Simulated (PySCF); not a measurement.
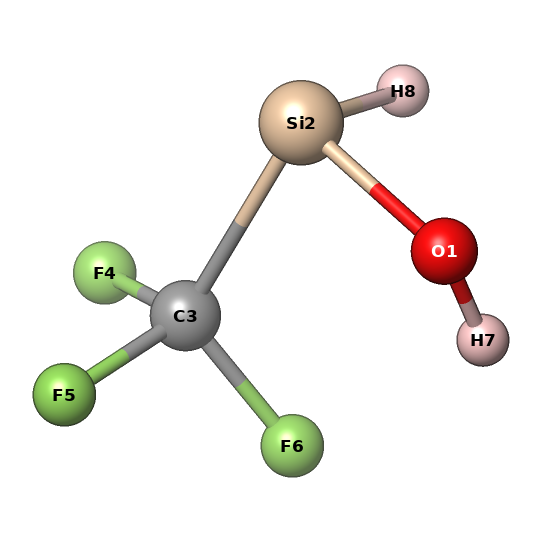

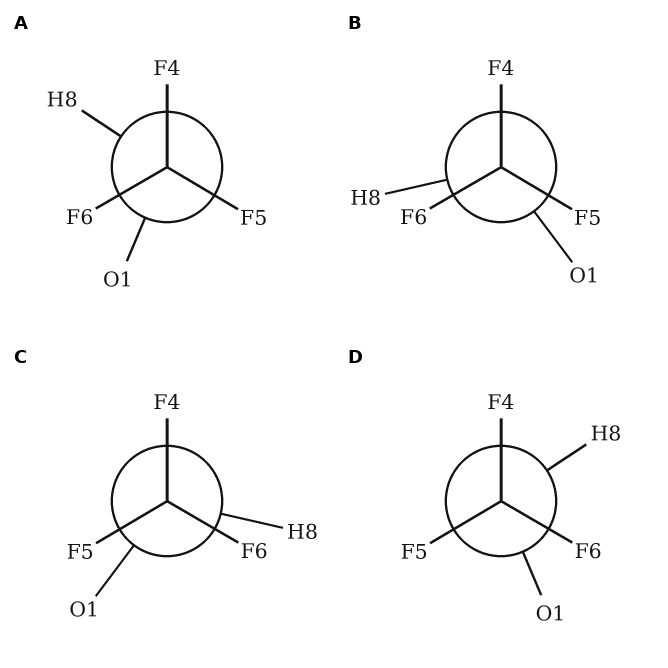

Depth is shown by fading: the farther an atom, the more it takes the colour of the background. Bonds that would overlap in a projection are set slightly apart. Charge −1, singlet. Computed geometry: PBE0-D3(BJ)/def2-SVP optimisation. No frequency run is at hand to confirm it as a minimum.

> Which Newman projection shows the view along C3–Si2, with C3 in front?

A. The torsion angle F4–C3–Si2–O1 is −157°, antiperiplanar (anti).
